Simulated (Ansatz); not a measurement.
**Two runs on Si2H5Br**

System: Si2H5Br.
Method of the first run: RKS SPW92/def2-TZVPP (Ansatz 0.2.0).

The geometry comes from this level: PBE0-D4/def2-TZVP. Text and figures count atoms from 1; the logs count them from 0 in places.

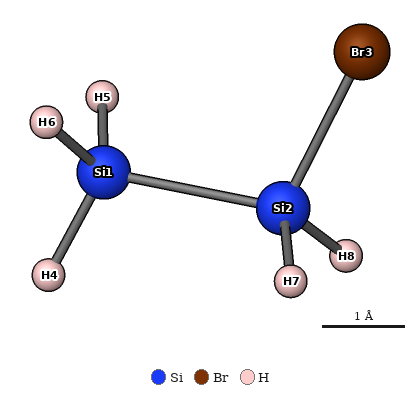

Figure 1. The input geometry (ball-and-stick view, seen at a tilt; atoms are numbered from 1 in the order of the input). Bond lengths as drawn: Br–Si 2.23 Å, H–Si 1.48 to 1.49 Å and Si–Si 2.34 Å.

## Input file, the first run
```yaml
crystal:
  periodic: [false, false, false]
  atoms:
    - {symbol: Si, position_ang: [-0.689978, 0.902717, -0.398418]}
    - {symbol: Si, position_ang: [0.515824, -0.969414, 0.308822]}
    - {symbol: Br, position_ang: [2.500829, -0.280190, 1.059213]}
    - {symbol: H, position_ang: [-2.023513, 0.479592, -0.905718]}
    - {symbol: H, position_ang: [0.056167, 1.586166, -1.486038]}
    - {symbol: H, position_ang: [-0.870854, 1.834043, 0.744640]}
    - {symbol: H, position_ang: [-0.159838, -1.684177, 1.420867]}
    - {symbol: H, position_ang: [0.763463, -1.925937, -0.799269]}
basis:
  gaussian: {orbitals: def2-TZVPP}
hamiltonian: {xc: lda}
output: {orbitals: {seedname: orbitals}}
```

Hardware: 2 CPU threads, shared host.

## Output (the first run)
```
Functional definition: SPW92
  exchange = slater_x
  correlation = pw_c
1247 factors; their error is unknown
mean field evaluation 1: about -85721.6285 eV, gradient 2.3e1 eV
mean field evaluation 2: about -85722.0696 eV, gradient 2.0e1 eV
mean field evaluation 4: about -85723.2630 eV, gradient 1.5e0 eV
mean field evaluation 8: about -85723.2648 eV, gradient 8.7e-2 eV
mean field evaluation 16: about -85723.2108 eV, gradient 1.9e-5 eV
mean field -85723.21081210 eV, -3150.2698920655 hartree, gradient 1.9e-5 eV, S^2 0.000000; 0 other end points of the search recorded, 0 dependent functions left out
reference -85723.21085255 eV, -3150.2698935518 hartree; 34, 34 occupied and 168, 168 virtual orbitals, 1247 factors
Total energy: -85723.21085255 eV, -3150.2698935518 hartree
```

The second run used a changed input.

## The two runs side by side

| quantity | the first run | the second run |
| --- | --- | --- |
| outcome | converged | converged |
| total energy (hartree) | −3150.269894 | −3153.851061 |
| HOMO (eV) | −6.93 | −10.69 |
| LUMO (eV) | −1.84 | 2.56 |
| basis functions | 202 | 202 |
| wall time (shared host) | 1.7 s | 94 s |

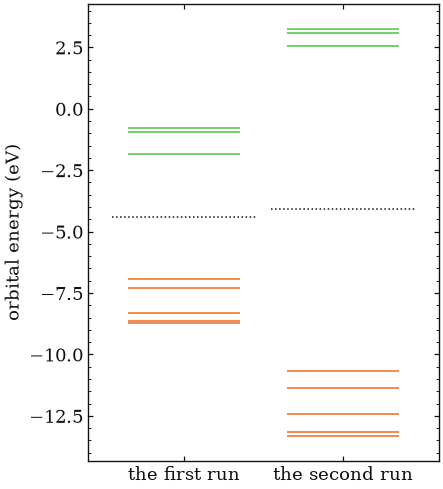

Figure 2. The five highest filled and three lowest empty orbital energies of the two runs; the dotted lines part filled from empty levels. The HOMO–LUMO gap is 5.09 eV in the first run and 13.24 eV in the second run.

Which change of the input explains these differences?

The change (lines with − go, lines with + come):
```diff
-hamiltonian: {xc: lda}
+correlation: {method: ccsd_t}
```

The total energies belong to different methods, so their difference says nothing on which is more stable or more accurate. The HOMO goes from −6.93 to −10.69 eV. The LUMO goes from −1.84 to 2.56 eV.

## Output (the second run)
```
Functional definition: HF
  exchange = exact_x
  correlation = 0
1188 factors; integrals over basis functions are off by at most 7.5e-4 eV
mean field evaluation 1: about -85802.8962 eV, gradient 1.5e1 eV
mean field evaluation 2: about -85803.0924 eV, gradient 1.6e1 eV
mean field evaluation 4: about -85804.4423 eV, gradient 2.7e0 eV
mean field evaluation 8: about -85804.4697 eV, gradient 1.4e-1 eV
mean field evaluation 16: about -85804.0255 eV, gradient 5.7e0 eV
mean field -85804.46976658 eV, -3153.2561035632 hartree, gradient 5.6e-6 eV, S^2 0.000000; 0 other end points of the search recorded, 0 dependent functions left out
19 core orbitals not correlated: weight in the atoms' cores, before any rotation towards them, 1.000 or more for the frozen orbitals, at most 0.000 for the correlated occupied ones
reference -85804.46976658 eV, -3153.2561035632 hartree; 15, 15 occupied and 168, 168 virtual orbitals, 1188 factors
second order -14.37837894 eV of doubles, -0.00000000 eV of singles
cycle   1  -15.16229789 eV  change   -7.8e-1 eV  update   8.5e-2
cycle   2  -15.63627393 eV  change   -4.7e-1 eV  update   2.6e-2
cycle   3  -15.67006928 eV  change   -3.4e-2 eV  update   9.9e-3
cycle   4  -15.66081509 eV  change    9.3e-3 eV  update   3.0e-3
cycle   5  -15.66136330 eV  change   -5.5e-4 eV  update   9.8e-4
cycle   6  -15.66099345 eV  change    3.7e-4 eV  update   2.8e-4
cycle   7  -15.66089984 eV  change    9.4e-5 eV  update   7.5e-5
cycle   8  -15.66094794 eV  change   -4.8e-5 eV  update   2.7e-5
cycle   9  -15.66095653 eV  change   -8.6e-6 eV  update   9.6e-6
perturbative correction -0.52867093 eV, -0.0194282984 hartree
Total energy: -85820.65939404 eV, -3153.8510613989 hartree
```
